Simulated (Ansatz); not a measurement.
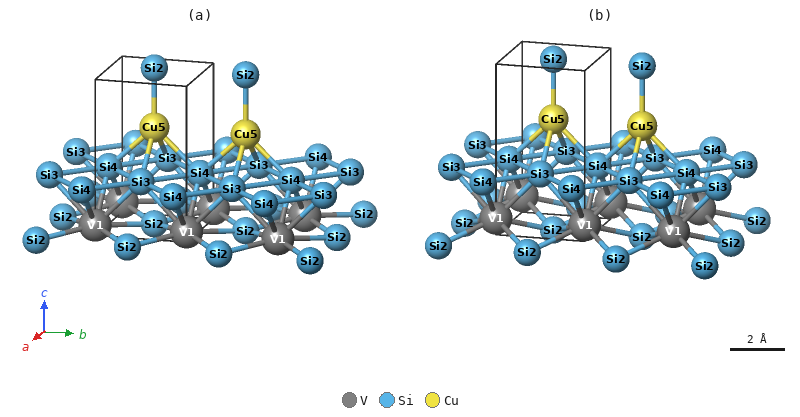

The structure of a crystal of VCuSi$_{3}$ (built on the tetragonal perovskite type) (coarse preliminary run) before (left) and after (right) a relaxation, at one scale.

A ball-and-stick model of the cell of the calculation, repeated 1 × 2 × 1 with one cell outlined, seen slightly off an axis.

Case: tetragonal perovskite type (P4mm, No. 99).

All numbers below come from DFT PBE, scalar-relativistic, plane waves, PAW in Ansatz 0.2.0.

The input:
```yaml
crystal:
  lattice:
    - [3.5571123393, 0.0, 0.0]
    - [0.0, 3.5571123393, 0.0]
    - [0.0, 0.0, 6.0216029217]
  atoms:
    - { symbol: V, position: [0.0, 0.0, 0.0659829929] }
    - { symbol: Si, position: [0.5, 0.5, 0.0215041006] }
    - { symbol: Si, position: [0.0, 0.5, 0.3664079347] }
    - { symbol: Si, position: [0.5, 0.0, 0.3664079347] }
    - { symbol: Cu, position: [0.5, 0.5, 0.6396970372] }
basis:
  ecutwfc: 420
kpoints:
  mp_grid: { grid: [6, 6, 4] }
hamiltonian:
  xc: pbe
scf:
  occupations: { method: gaussian, width: 0.1 }
  lower_state_search: "off"
output:
  forces: true
  stress: true
  eigenvalues: true
relax:
  adjacent_minimum: "off"
  f_tol: 0.04
  max_steps: 70
  cell: { stress_tol: 0.4 }
```

Run as
```bash
ansatz run input.yaml --threads 1 --pin off --max-ram 2560MiB --backend cpu --events-out ev --progress --plain --runs-dir out
```

Question: Summarise the run.

Answer: Over 6 accepted moves (9 points after the start) the energy falls by 19.0 meV per atom. The largest force component goes from 0.26 to 0.0056 eV/Å. Pressure: 0.04 GPa at the start and 0.00 GPa at the end. The line search rejected the trial step at point 4 of the run. At 2 points the geometry stayed and the basis and grid were re-selected for the new cell (energy shift of 0.7 meV per atom at most each time). The largest move relative to the cell is that of Si2, 0.26 Å along −c. Largest moves by element: Si 0.26 Å, V 0.21 Å, Cu 0.06 Å. Cell: a = b 3.557 → 3.457 Å (−2.8 %), c 6.022 → 6.592 Å (+9.5 %). Volume +3.4 %. Some distances before and after: Si2–Si3 2.734 → 3.119 Å, Si3–Si4 2.515 → 2.445 Å, V1–Si2 2.529 → 2.560 Å, Si2–Cu5 2.299 → 2.317 Å. Among the angles between lasting bonds that change: V1–Si2–V1 167.8° → 145.4°, V1–Si2–Cu5 96.1° → 107.3°, V1–Si2–V1 89.4° → 84.9°. The space group stays P4mm (No. 99). The run took 75 s on 1 thread of Arm Neoverse V2, with other jobs on the host, peak memory 0.36 GiB.
